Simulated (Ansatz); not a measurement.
```xyz
7

Ti    1.0447   -0.3454   -1.6501
Si    0.2502    0.1063    2.5012
Si   -1.2153    0.3154    0.6426
Si   -0.6281    1.5077   -1.3316
Si    0.6319   -1.3576    0.5749
Si    1.1712    1.0168    0.4188
Si   -1.2546   -1.2432   -1.1559
```

Geometry: PBE0-D4/def2-SVP; ⟨S²⟩ = 0.94, above the pure value of 0.75.

Method: UKS PBE0-D4/def2-TZVP in Ansatz.

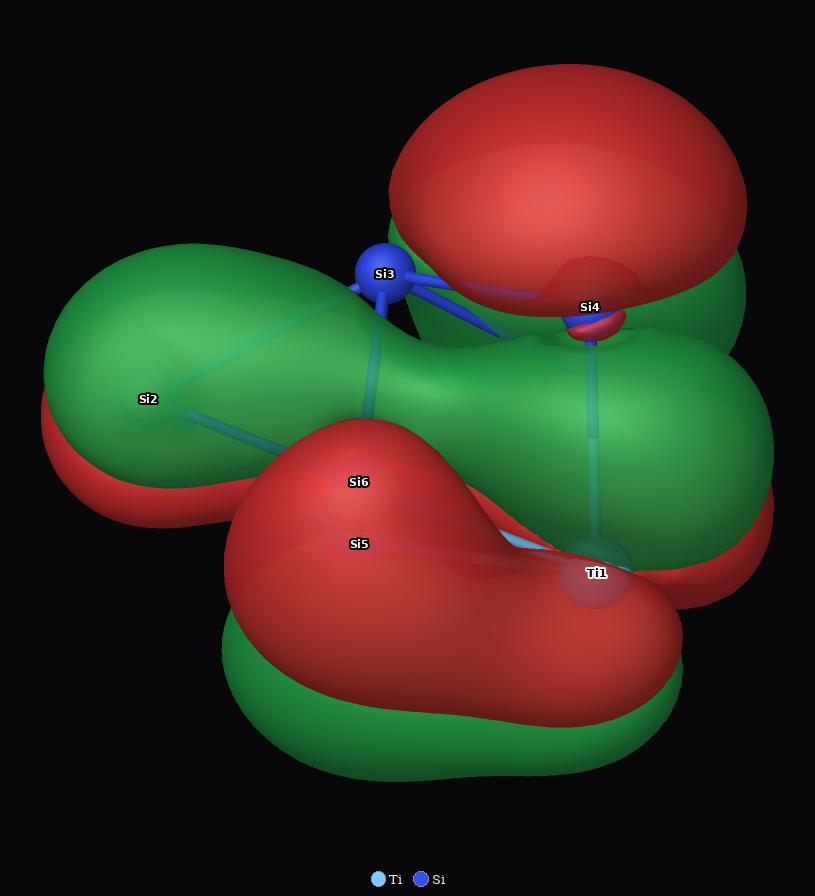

Si6Ti (charge +1, doublet). One frontier orbital at ±0.05 Å⁻³ᐟ² (green and red are the two phases), seen from one side.

> Which orbital is it: HOMO (β) or LUMO (β)?

The LUMO (β), at −8.01 eV. It lies mainly on Ti1 (about 30 %), Si4 (about 20 %), Si7 (about 20 %), Si5 (about 10 %), Si6 (about 10 %) and Si2 (about 5 %).
